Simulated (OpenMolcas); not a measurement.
Single-point calculation of HF (part 1 of 2)

The run: single-point calculation of HF. Method and program: CASSCF/ANO-L-VTZP (OpenMolcas 26.06).

The geometry comes from this level: PBE0-D4/def2-TZVP.

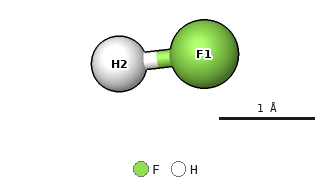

Figure 1. The structure as given in the input (ball-and-stick view, seen at a tilt; atoms are numbered from 1 in the order of the input). Bond lengths as drawn: F–H 0.92 Å.

Input file
```
&GATEWAY
COORD
2
bohr
F     -0.73699319     0.27325440    -0.37114221
H      0.73699319    -0.27325440     0.37114221
BASIS=ANO-L-MB
GROUP=NoSym
&SEWARD
&RASSCF
FILEORB=$CurrDir/step1.ScfOrb
SPIN=1
NACTEL=8 0 0
INACTIVE=1
RAS2=5
ORBLISTING=Nothing
>>> COPY $Project.RunFile RUNFIL1
>>> COPY $Project.RasOrb INPORB
&GATEWAY
COORD
2
bohr
F     -0.73699319     0.27325440    -0.37114221
H      0.73699319    -0.27325440     0.37114221
BASIS=ANO-L-VTZP
GROUP=NoSym
RICD
&SEWARD
>>> COPY $Project.RunFile RUNFIL2
&EXPBAS
&RASSCF
FILEORB=$Project.ExpOrb
SPIN=1
NACTEL=8 0 0
INACTIVE=1
RAS2=5
ORBLISTING=Nothing
ORBAPPEAR=Compact
```

Run on 1 thread of Arm Neoverse V1, 24 GiB of memory available, shared host.

Run as:
```bash
export MOLCAS_MEM=1860
pymolcas step2.inp > step2.log
```

What the program printed
```
--- Start Module: gateway ---

                                              &GATEWAY

                       available to each process: 1.9 GB of memory, 1 thread

++    Symmetry information:
      ---------------------

                    Character Table for C1

                             E
                    a        1  x, y, xy, Rz, z, xz, Ry, yz, Rx, I
--

++    Basis set information:
      ----------------------

      Basis set label: F.ANO-L...2S1P.

      Electronic valence basis set:
      ------------------
      Associated Effective Charge   9.000000 au
      Associated Actual Charge      9.000000 au
      Nuclear Model: Point charge

      Shell  nPrim  nBasis  Cartesian Spherical Contaminant
         s      14       2        X
         p       9       1        X

      Basis set label: H.ANO-L...1S.

      Electronic valence basis set:
      ------------------
      Associated Effective Charge   1.000000 au
      Associated Actual Charge      1.000000 au
      Nuclear Model: Point charge

      Shell  nPrim  nBasis  Cartesian Spherical Contaminant
         s       8       1        X
--

++    Molecular structure info:
      -------------------------

                    ************************************************
                    **** Cartesian Coordinates / bohr, angstrom ****
                    ************************************************

     Center  Label                x              y              z                     x              y              z
        1      F1              -0.736993       0.273254      -0.371142             -0.390000       0.144600      -0.196400
        2      H2               0.736993      -0.273254       0.371142              0.390000      -0.144600       0.196400
--

            Nuclear Potential Energy              5.17695230 au

--- Stop Module: gateway /rc=_RC_ALL_IS_WELL_ ---

--- Start Module: seward ---

                                              &SEWARD

                       available to each process: 1.9 GB of memory, 1 thread

               SEWARD will generate:
                  Multipole Moment integrals up to order  2
                  Kinetic Energy integrals
                  Nuclear Attraction integrals (point charge)
                  One-Electron Hamiltonian integrals
                  Velocity integrals
                  Orbital angular momentum around ( -0.6627   0.2457  -0.3337 )
                  Velocity quadrupole around ( -0.6627   0.2457  -0.3337 )
                  Two-Electron Repulsion integrals

                   Integrals are discarded if absolute value <: 1.00E-14
                   Integral cutoff threshold is set to       <: 1.00E-16

            Nuclear Potential Energy              5.17695230 au

      Basis set specifications :
      Symmetry species         a
      Basis functions            6

--- Stop Module: seward /rc=_RC_ALL_IS_WELL_ ---

--- Start Module: rasscf ---

                                              &RASSCF

                       available to each process: 1.9 GB of memory, 1 thread

      Header of the ONEINT file:
      --------------------------

      OrdInt status: non-squared

      Cartesian coordinates in angstrom:
      -----------------------------------------------------
      No.  Label        X            Y            Z
      -----------------------------------------------------
       1   F1        -0.39000000   0.14460000  -0.19640000
       2   H2         0.39000000  -0.14460000   0.19640000
      -----------------------------------------------------
      Nuclear repulsion energy =    5.17695230

++    Wave function specifications:
      -----------------------------

      Number of closed shell electrons           2
      Number of electrons in active shells       8
      Max number of holes in RAS1 space          0
      Max nr of electrons in RAS3 space          0
      Number of inactive orbitals                1
      Number of active orbitals                  5
      Number of secondary orbitals               0
      Spin quantum number                      0.0
      State symmetry                             1
--

++    Orbital specifications:
      -----------------------

      Symmetry species                           1
                                                 a
      Frozen orbitals                            0
      Inactive orbitals                          1
      Active orbitals                            5
      RAS1 orbitals                              0
      RAS2 orbitals                              5
      RAS3 orbitals                              0
      Secondary orbitals                         0
      Deleted orbitals                           0
      Number of basis functions                  6
--

++    CI expansion specifications:
      ----------------------------

      Number of CSFs                            15
      Number of spin combinations               15
      Number of determinants                    25
      Number of root(s) required                 1
      Root chosen for geometry opt.              1
      CI root used                               1

      highest root included in the CI            1
      max. size of the explicit Hamiltonian     15
--

++    Optimization specifications:
      ----------------------------

      RASSCF algorithm: Conventional
      Maximum number of macro iterations       200
      Maximum number of SX iterations          100
      Threshold for RASSCF energy            1.000E-08
      Threshold for max MO rotation          1.000E-01
      Threshold for max BLB element          1.000E-04
      Level shift parameter                  5.000E-01
      Make Quasi-Newton update
--

      The MO-coefficients are taken from the file:
      step1.ScfOrb
      Title: SCF orbitals

      Total molecular charge    0.00

      ************************************************************************************************************************
      *                                            Wave function control section                                             *
      ************************************************************************************************************************

                                         RASSCF iterations: Energy and convergence statistics
                                         ----------------------------------------------------

          iter iter root      energy       change     param      element    value   shift minimum  type update hh:mm:ss
 Nr of preliminary CI iterations:   1
        1   1    4    1  -100.00513915    0.00E+00   2.52E-02    1   6 1 -1.91E-03*  0.00   0.00    SX    NO    0:00:00
        2   1    4    1  -100.00514784   -8.69E-06* -3.29E-03    1   6 1 -2.27E-04*  0.00   0.00    SX    NO    0:00:00
        3   1    4    1  -100.00514798   -1.44E-07*  4.75E-04    1   6 1 -2.60E-05   0.00   0.00    SX    NO    0:00:00
        4   1    4    1  -100.00514799   -2.97E-09  -6.95E-05    1   6 1 -3.11E-06   0.00   0.00    SX    NO    0:00:00
      Convergence after  4 iterations
        5   1    4    1  -100.00514799   -6.33E-11  -6.95E-05    1   6 1 -3.97E-07   0.00   0.00    SX    NO    0:00:00

      ************************************************************************************************************************
                                                      Wave function printout:
                       occupation of active orbitals, and spin coupling of open shells (u,d: Spin up or down)
      ************************************************************************************************************************

      Note: transformation to natural orbitals
      has been made, which may change the order of the CSFs.

      printout of CI-coefficients larger than  0.05 for root  1
      energy=    -100.005148
      conf/sym  11111     Coeff  Weight
             1  22220  -0.99395 0.98795
            13  20222   0.10704 0.01146

      Natural orbitals and occupation numbers for root  1
      sym 1:   1.999666   1.977086   1.999571   1.999571   0.024107

      ************************************************************************************************************************
      *                                                    Final results                                                     *
      ************************************************************************************************************************

++    Final optimization conditions:
      ------------------------------

      Average CI energy                            -100.00514799
      RASSCF energy for state  1                   -100.00514799
      Super-CI energy                                -0.00000000
      RASSCF energy change                           -0.00000000
      Max change in MO coefficients              -7.447E-05
      Max non-diagonal density matrix element    -6.947E-05
      Maximum BLB matrix element                 -3.975E-07
      (orbital pair   1,   6 in symmetry   1)
      Norm of electronic gradient            4.141E-07
--

      Final state energy(ies):
      ------------------------

::    RASSCF root number  1 Total energy:   -100.00514799
      Von Neumann Entropy (Root   1) =  0.09413

      Mulliken population analysis for root number:  1
      -----------------------------------------------

++    Molecular charges:
      ------------------

      Mulliken charges per centre
      ---------------------------

                F1      H2
      Total    9.4344  0.5656

      N-E     -0.4344  0.4344

      Total electronic charge=   10.000000

      Total            charge=    0.000000
--

      Expectation values of various properties for root number:  1
      -----------------------------------------------------------

++    Molecular properties:
      ---------------------

      Charge (e):
                      =    0.0000
      Dipole Moment (debye):
      Origin of the operator (angstrom)=   -0.3507    0.1300   -0.1766
                   X=  1.5348E+00               Y= -5.6905E-01               Z=  7.7290E-01           Total=  1.8102E+00
      Quadrupole Moment (debye*angstrom):
      Origin of the operator (angstrom)=   -0.3507    0.1300   -0.1766
                  XX= -4.6858E+00              XY= -4.8877E-01              XZ=  6.6386E-01              YY= -5.8228E+00
                  YZ= -2.4614E-01              ZZ= -5.6697E+00
      In traceless form (debye*angstrom)
                  XX=  1.0605E+00              XY= -7.3315E-01              XZ=  9.9579E-01              YY= -6.4506E-01
                  YZ= -3.6921E-01              ZZ= -4.1542E-01
--

      LoProp population analysis for root number:  1
      -----------------------------------------------

++    LoProp analysis:
      ----------------

++    Static properties:
      ------------------

      LoProp Charges per center

                   F1       H2
      Nuclear      9.0000   1.0000
      Electronic  -9.3293  -0.6707

      Total       -0.3293   0.3293
--

      Natural Bond Order analysis for root number:  1
```
